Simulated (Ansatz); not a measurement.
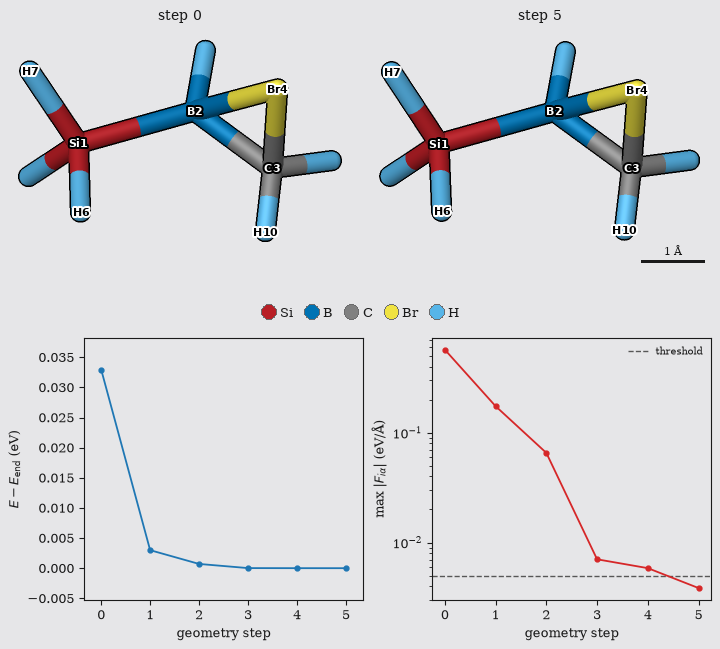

First and last geometry of a relaxation of CH₆BBrSi, with the history of the run. The picture is a stick view, seen at a tilt.

The start comes from PBE-D4/def2-SVP.

Computed with RKS PBE0-D4/def2-TZVP in Ansatz 0.2.0. Settings: force threshold 0.005 eV/Å; at most 150 steps.

### Read the history and describe the run.

It converged. The energy falls by 0.033 eV in 5 geometry steps. The largest force component goes from 0.57 to 0.0038 eV/Å. The largest move after the best rigid fit is that of an H atom, 0.033 Å. Largest moves by element: H 0.033 Å, Br 0.017 Å, C 0.017 Å, B 0.010 Å, Si 0.008 Å. Among the contacts that change: Br–C 2.011 → 1.988 Å, B–H 1.217 → 1.196 Å, H–Si 1.508 → 1.489 Å, C–H 1.104 → 1.086 Å. The run took 24 s on 4 threads of Arm Neoverse V2, on a shared host.
